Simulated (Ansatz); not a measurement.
Level of theory: PBE (plane waves to 420 eV, PAW; Ansatz, a quantum-chemistry and plane-wave program).

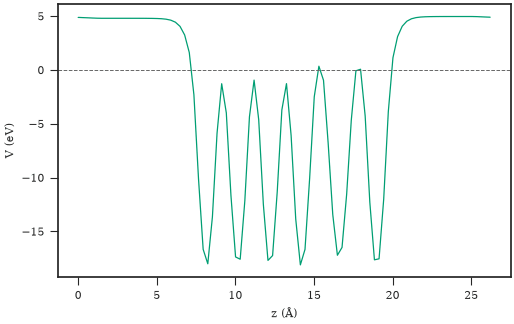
Figure. Planar average of the electrostatic potential across the slab, in eV from the Fermi level, for a constructed model of the (110) surface of bcc Fe, ferromagnetic, a layer of Ag in place of the second plane (bottom of the slab: a bare face, its two planes held)

Set-up: 6 atoms, 10.2 Å thick at the start (thin: gaps and levels are the slab's own); mesh 16x16x1; 0.1 eV smearing; dipole correction on; 2 atoms held, the rest relaxed; start symmetry kept, larger cells not searched; spin-polarised, ending with about 12.4 μB a cell; orders that need a larger cell were not tried, no spin-orbit, no U. It is one candidate, not shown to be the stable structure of the face.

The vacuum level lies 4.96 eV above the Fermi level over the top face and 4.79 eV above it under the bottom face.
